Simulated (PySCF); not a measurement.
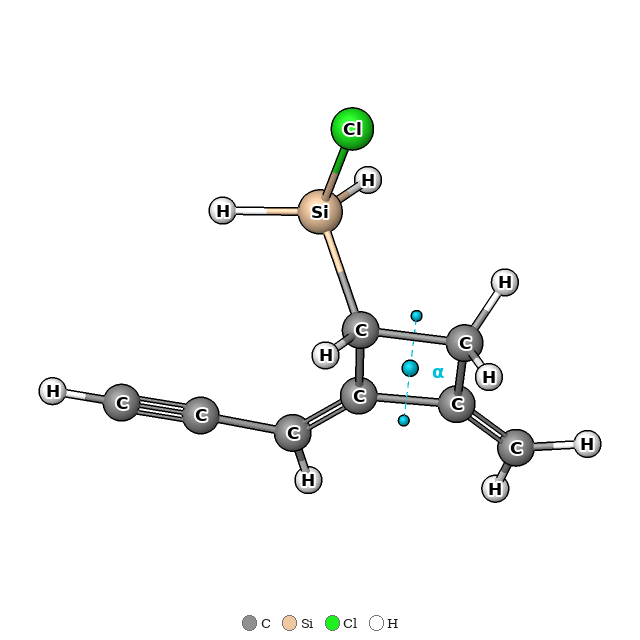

The small points mark where nucleus-independent chemical shifts (NICS) were computed: at the centre of each lettered ring and 1 Å above and below it. The geometry was computed by an optimisation with GFN2-xTB. No frequency run is at hand to confirm it as a minimum. Level of theory: GIAO PBE0/pcSseg-1 NMR shielding, non-relativistic, gas phase (PySCF 2.14.0).

Give NICS(0), NICS(1) and the out-of-plane component NICS(1)zz for each ring (means of the two sides).

```json
{"ring": "α", "members": "C4", "NICS(0)": "3.4", "NICS(1)": "−1.4", "NICS(1)zz": "1.7"}
```

Values in ppm.

The geometry is semi-empirical. Around Si such bond lengths and angles can be off by a tenth of an ångström or more and by several degrees, and values that hang on the shape move with them.
